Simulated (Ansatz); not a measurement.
**HfHOF₃: molecular dynamics**

- system: HfHOF₃
- method: RKS B3LYP-D4/def2-SVP (Ansatz 0.2.0)

One setting was made poor on purpose. It belongs to a series of runs on one base structure; here: an input spoilt on purpose.

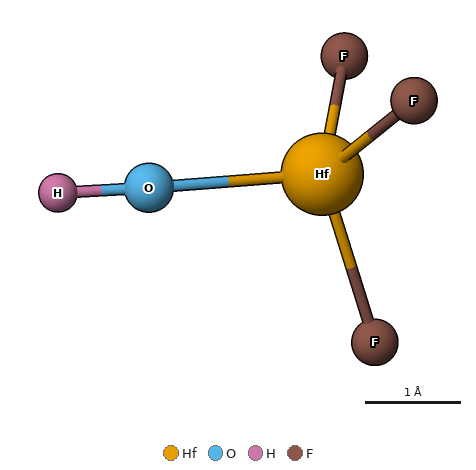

Fig. 1: The input geometry (ball-and-stick view, seen at a tilt). Sticks mark near contacts.

### Input file
```yaml
crystal:
  periodic: [false, false, false]
  atoms:
    - { symbol: Hf, position_ang: [-0.073607, -0.064398, 0.006065] }
    - { symbol: O, position_ang: [-0.301363, -0.210731, 1.877627] }
    - { symbol: H, position_ang: [-0.555557, -0.227697, 2.807001] }
    - { symbol: F, position_ang: [1.764339, 0.251236, -0.378111] }
    - { symbol: F, position_ang: [-1.013793, 1.50357, -0.688332] }
    - { symbol: F, position_ang: [-0.873324, -1.656482, -0.769622] }
basis:
  gaussian: { orbitals: def2-SVP }
hamiltonian:
  xc: b3lyp
  dispersion: d4
md:
  timestep: -0.5
  n_steps: 25
  ensemble: nvt_langevin
  temperature: 400.0
  initial_velocities: maxwell_boltzmann
  seed: 724921
  friction: 0.005
```

Hardware: 1 thread of Intel Xeon @ 2.50GHz (Skylake/Cascade Lake), 32 GiB of memory available, shared host.

Run as:
```bash
ansatz run input.yaml --threads 1 --pin off --max-ram 2048MiB --backend cpu --events-out ev --progress --plain --runs-dir out
```

### What the program printed
```
Error: invalid value for `md.timestep`: must be finite and > 0; got -0.5 fs
```

### Outcome

```json
{"quantity": "outcome", "value": "refused by the program"}
```

### Diagnosis

The program refused the input: “invalid value for `md.timestep`: must be finite and > 0; got -0.5 fs” A deliberately poor setting: bad input.
